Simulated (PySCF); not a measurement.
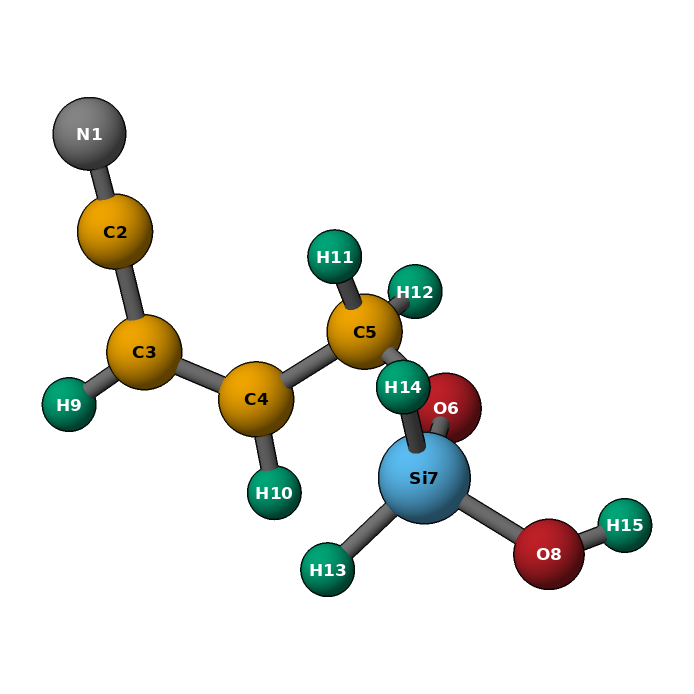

Geometry: an end point of a reaction path computed with GFN2-xTB. Properties computed with GIAO PBE0/pcSseg-1 NMR shielding, non-relativistic, gas phase (PySCF 2.14.0). Principal shieldings σ11 ≤ σ22 ≤ σ33, span Ω = σ33 − σ11, skew κ = 3(σiso − σ22)/Ω.

Give the shielding tensors of the N atoms.

```csv
atom,σ11,σ22,σ33,σiso,Ω,κ
N1,−215.4,−189.4,210.4,−64.8,425.8,0.88
```

Shieldings and span in ppm.
